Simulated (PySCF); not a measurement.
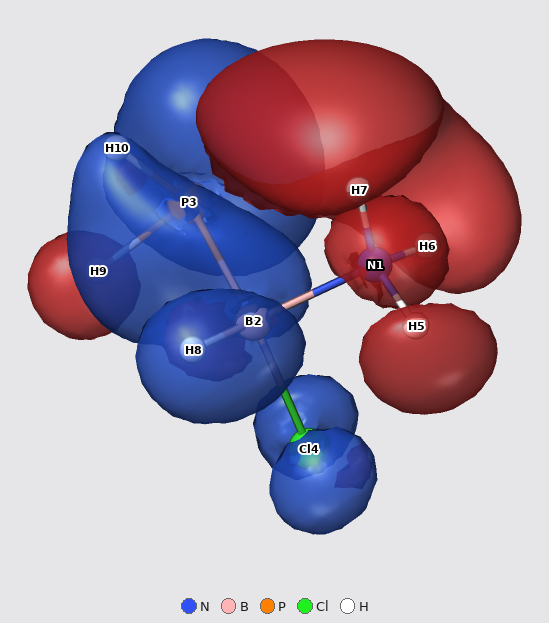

Figure 1: BClH6NP, SMILES `[NH3+][BH-](P)Cl`. Unrelaxed difference density of T₁ less the ground state (TDA triplet states), ±0.01 e/Å³; red: gain, blue: loss.

PySCF calculation, PBE0/def2-SVPD, gas phase; geometry: GFN2-xTB. No frequency check shows the geometry to be a minimum. GFN2-xTB bond lengths at metals and heavier atoms can be off by up to 0.1 Å and shapes distorted, which carries into these values.

Geometry (Å), atoms numbered from 1:

```
N1       0.3285    1.7185   -0.1329
B2       0.0592    0.2626    0.5672
P3      -1.6510   -0.3897   -0.1863
Cl4      1.4675   -0.7294   -0.0703
H5       1.2433    2.0626    0.1545
H6       0.3410    1.5655   -1.1413
H7      -0.3973    2.3921    0.1042
H8       0.1056    0.3929    1.7413
H9      -1.6080   -1.6323    0.4113
H10     -2.4631    0.1211    0.8142
```

### How does the charge move on excitation?

0.78 e is displaced in all, of which about 0.6 e passes between atoms: P3 (0.46 e) and B2 (0.05 e) lose electrons and H7 (0.19 e) and H6 (0.13 e) gain them. The state: 4.70 eV (264 nm), spin-forbidden from the singlet ground state, partly diffuse acceptor orbital; the leading pair carries 99 %; hole on P3 (64 %), B2 (13 %) and Cl4 (7 %), electron on H7 (20 %), P3 (19 %) and H6 (13 %) (atom shares of so diffuse an orbital are rough); their centroids lie 1.8 Å apart.
